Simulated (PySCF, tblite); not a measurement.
# C4H10O2S2Si2: geometry, infrared bands and NMR shifts

Aim: predict the infrared bands and NMR shifts of C4H10O2S2Si2 (`C=C1[Si@@H](O)[C@@H]([SiH3])SC[S@]1=O`).

Computed with tblite 0.8.0 and PySCF 2.14.0, with density-fitted response routines of our own, on a single molecule in the gas phase. Atoms are numbered from 0 throughout.

## (1) The molecule as given

20 atoms, charge 0, multiplicity 1; geometry from: force field or distance geometry start.

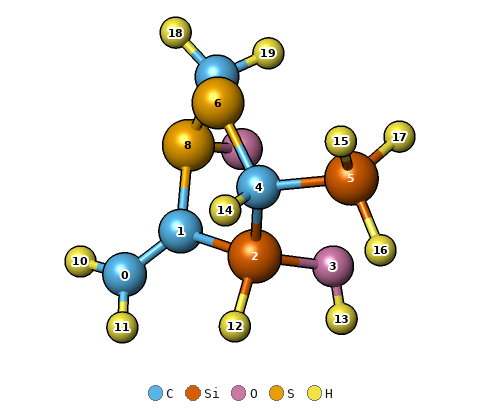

As it starts; carbon blue, silicon orange, oxygen pink, sulfur amber, hydrogen yellow, atoms numbered; sticks join atoms by distance.

## (2) Geometry optimisation with GFN2-xTB

Job settings and geometry (Å):

```
{"job": {"kind": "relax", "xc": "GFN2-xTB", "basis": "xTB"}, "charge": 0, "multiplicity": 1}
C     -2.761600     0.192700     1.148400
C     -1.700100     0.368700     0.365200
Si    -0.489600    -1.008800     0.042600
O     -0.521700    -1.433700    -1.604500
C      1.169800    -0.461100     0.653900
Si     2.575300    -1.290300    -0.275000
S      1.363100     1.308000     0.817400
C      0.414000     2.351300    -0.257600
S     -1.324200     1.928100    -0.397800
O     -1.723100     1.903900    -1.879700
H     -3.484400     0.974200     1.358500
H     -2.947100    -0.800400     1.602000
H     -0.947000    -2.165100     0.836300
H     -1.060400    -2.264900    -1.696500
H      1.232400    -0.877000     1.692800
H      3.772000    -1.123500     0.597300
H      2.333300    -2.741400    -0.358200
H      2.804100    -0.686400    -1.583500
H      0.424400     3.386200     0.189600
H      0.865600     2.450200    -1.254100
```

Command:

```sh
$ OMP_NUM_THREADS=1 python probes_run.py task.json out
```

This one command runs all jobs of the session in turn.

**Question.** This job is followed by: GFN2-xTB harmonic vibrations, gas phase; GIAO PBE0/pcSseg-1 NMR shielding, non-relativistic, gas phase. What will the session give for the following? strongest single infrared mode (GFN2-xTB); zero-point energy (GFN2-xTB); ¹³C shifts against TMS (PBE0/pcSseg-1); ¹H shifts against TMS (PBE0/pcSseg-1, means over atoms taken as alike); ²⁹Si shifts against TMS (PBE0/pcSseg-1); ¹⁷O shifts against H2O (PBE0/pcSseg-1); ³³S shifts against CS2 (PBE0/pcSseg-1).

The runs gave:

| quantity | value |
| --- | --- |
| strongest single infrared mode (GFN2-xTB) | 966 cm⁻¹, 590 km/mol |
| zero-point energy (GFN2-xTB) | 80.1 kcal/mol |
| ¹³C shifts against TMS (PBE0/pcSseg-1) | 160.2, 140.7, 66.7, 17.5 ppm |
| ¹H shifts against TMS (PBE0/pcSseg-1, means over atoms taken as alike) | 7.13, 6.40, 6.38, 5.63, 4.34, 4.24, 3.84, 1.12 ppm |
| ²⁹Si shifts against TMS (PBE0/pcSseg-1) | -17.5, -78.5 ppm |
| ¹⁷O shifts against H2O (PBE0/pcSseg-1) | 85.3, 44.0 ppm |
| ³³S shifts against CS2 (PBE0/pcSseg-1) | 389, 1 ppm |

The optimisation took 112 steps and gained 1.654 eV; among the close pairs (by a distance rule), Si2–O3 changed most, from 1.701 to 1.610 Å. No mode is imaginary among the 54: a minimum at this level. The strongest single mode, at 966 cm⁻¹, moves mainly H13 and O3. Unscaled tight-binding wavenumbers are off by several per cent, some by more. Its intensities can rank the bands wrongly. The most deshielded carbon is C1 (fully substituted alkene carbon), at 160.2 ppm: an sp2 carbon of a C=C bond. At PBE0/pcSseg-1: Shielding is most anisotropic at O9 (span 356 ppm, paramagnetic term -149 ppm).
